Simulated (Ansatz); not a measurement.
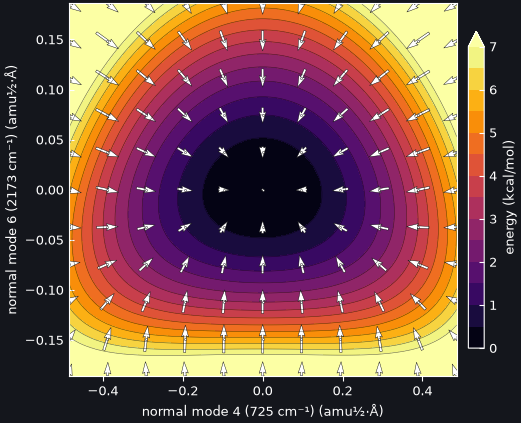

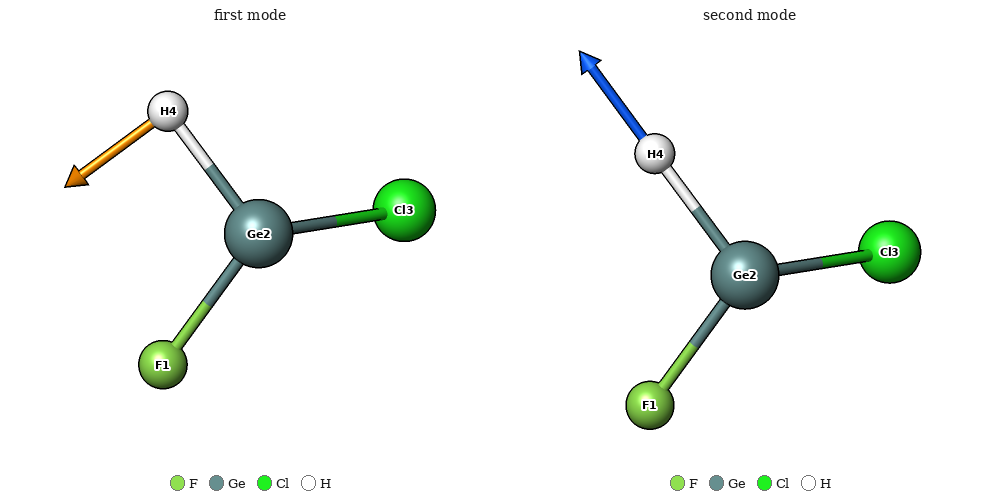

Energy landscape of ClFGeH, SMILES [F][GeH][Cl], spin multiplicity 2. Coordinates scanned: (1) normal mode 4 (725 cm⁻¹); (2) normal mode 6 (2173 cm⁻¹). Nothing is relaxed (straight displacements along the two mass-weighted modes). The grid has 11 × 11 points. Energies: kcal/mol, counted from the lowest grid point. Level of theory: UHF/def2-TZVP (Ansatz).

Drawn: filled contours, dots at the grid points, arrows along the force (downhill), their lengths compressed, one colour for all values above the top of the scale. Between grid points the surface is interpolated. The second picture is the structure at the lowest point

### Summarise what can be read from the map.

The lowest grid point is at normal mode 4 (725 cm⁻¹) = 0.000 amu½·Å, normal mode 6 (2173 cm⁻¹) = 0.000 amu½·Å. No other kind of well shows on this grid. The highest grid point, normal mode 4 (725 cm⁻¹) = 0.486 amu½·Å, normal mode 6 (2173 cm⁻¹) = 0.186 amu½·Å, lies 12.1 kcal/mol above the lowest.

The input of one point:

```yaml
crystal:
  periodic: [false, false, false]
  atoms:
    - { symbol: F, position_ang: [0.457756, -0.615959, 1.423619] }
    - { symbol: Ge, position_ang: [0.482471, -0.075381, -0.196629] }
    - { symbol: Cl, position_ang: [-1.313185, -0.831886, -1.091614] }
    - { symbol: H, position_ang: [0.428357, 1.462925, -0.155576] }
magnetization:
  spin_polarized: true
  initial_magnetization: 1
basis:
  gaussian: { orbitals: def2-TZVP }
hamiltonian:
  xc: hf
output:
  forces: true
```

Each point was launched as `ansatz run input.yaml --threads 1 --pin off --max-ram 2560MiB --backend cpu --events-out ev --progress --plain --runs-dir out`. Time for the 121 points that were run: 9 min on 1 thread of Arm Neoverse V2, on a shared host.
